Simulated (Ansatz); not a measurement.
# CH₈N₂Si (SMILES C[SiH](N)N): what the fields show

```tsv
atom	x (Å)	y (Å)	z (Å)
C	-0.8164	1.2604	-0.4646
Si	-0.1423	-0.2860	0.3375
N	1.3394	-0.1486	1.1878
N	0.1238	-1.3990	-0.9421
H	-0.1144	1.6619	-1.2003
H	-0.9985	2.0319	0.2878
H	-1.7656	1.0649	-0.9728
H	-1.1067	-0.7134	1.3978
H	2.1896	0.1341	0.7289
H	1.3516	0.0611	2.1712
H	-0.4783	-1.4072	-1.7485
H	0.4948	-2.3150	-0.7489
```

Geometry: PBE0-D4/def2-TZVP.

All numbers below come from Ansatz 0.2.0, RKS PBE0-D4/def2-TZVPP.

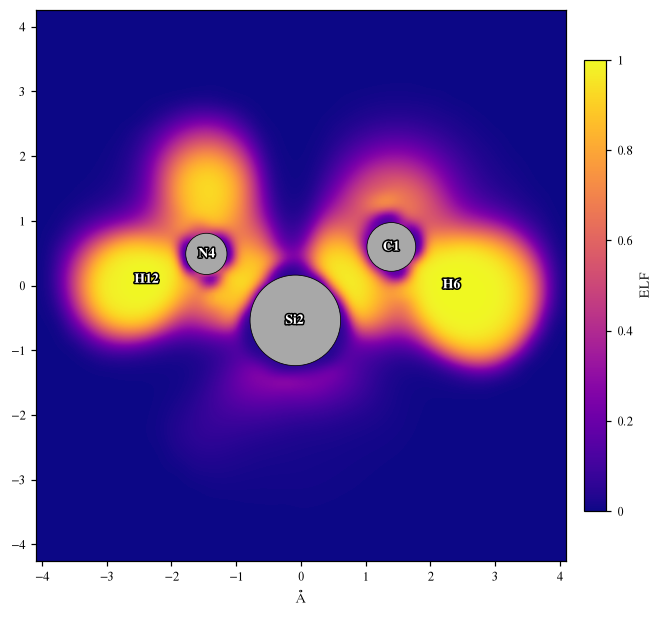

Figure 1. Electron localisation function on the plane of atoms Si2, C1 and H6. Grey discs cover the atomic cores.

Read the bonding off the picture.

The section cuts through C, Si, N and H sites. Si–N (1.72 Å): the ELF peaks at about 0.90 between the atoms, as expected for a polar covalent bond. C–Si (1.87 Å): the ELF peaks at about 0.95 between the atoms, as expected for localised, covalent bonding. N–H (1.01 Å): the ELF climbs to about 1 towards the hydrogen, as it does in any bond to H: an ordinary covalent bond to hydrogen. C–H (1.09 Å): the ELF climbs to about 1 towards the hydrogen: a covalent bond by its length.

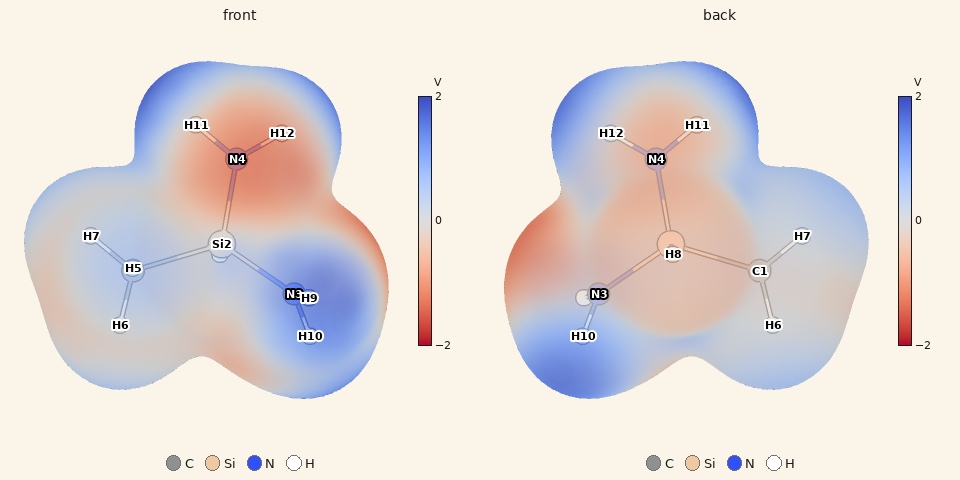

Figure 2. The molecular electrostatic potential painted on the density surface at 0.002 e/bohr³, seen from the front and from behind; red is negative and blue positive.

Which sites attract a positive test charge, and which a negative one?

A positive charge is drawn to the negative regions and a negative charge to the positive ones. The most negative region (about −1.2 V) lies over N3 and N4, the most positive (about +1.6 V) over H10 and H11.

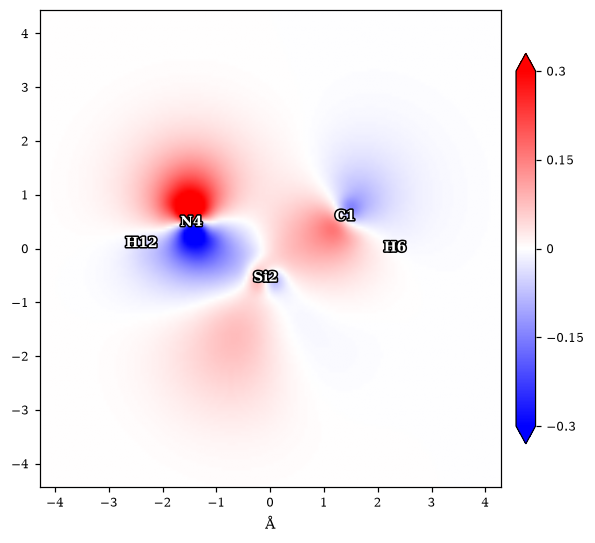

Figure 3. The HOMO−1 on the plane of atoms C1, Si2 and N4 (values in Å⁻³ᐟ²; the overall sign is arbitrary).

Where does this orbital lie, and at what energy?

By Hirshfeld shares it lies mainly on N4 (about 40 %), N3 (about 30 %) and Si2 (about 10 %); largely a combination of lone pairs on N4 and N3. Its energy is −7.31 eV.
